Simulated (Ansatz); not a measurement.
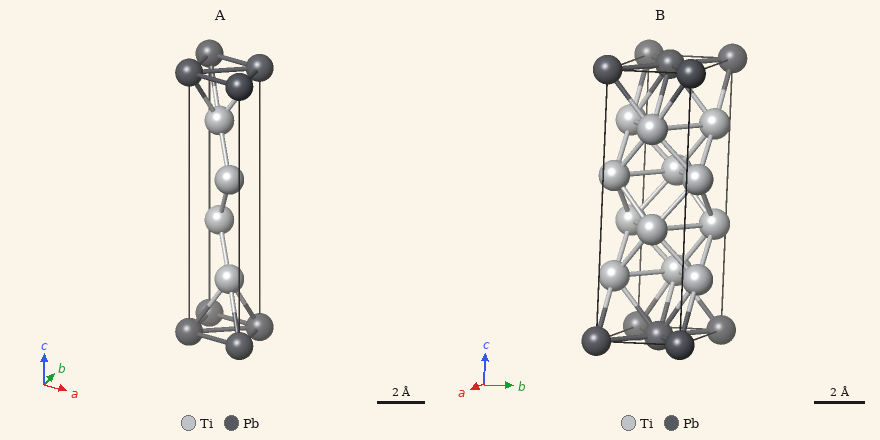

Two structures of Ti4Pb, each relaxed to rest (conventional cells in solid outline, small ones repeated, not to one scale). Method: Ansatz, DFT PBE, scalar-relativistic, plane waves, PAW, without spin polarisation.

Characterise the two forms.

A: 5 atoms a cell on a primitive hexagonal lattice, P-3m1. B: 10 atoms a cell on a base-centred monoclinic lattice, C2/m.

Which structure is more stable?

B is lower, by 29 meV/atom at this level of theory (energies at zero smearing). Volumes: A 19.4, B 19.3 Å³/atom.

One or both may be structure types tried for this composition rather than known phases.
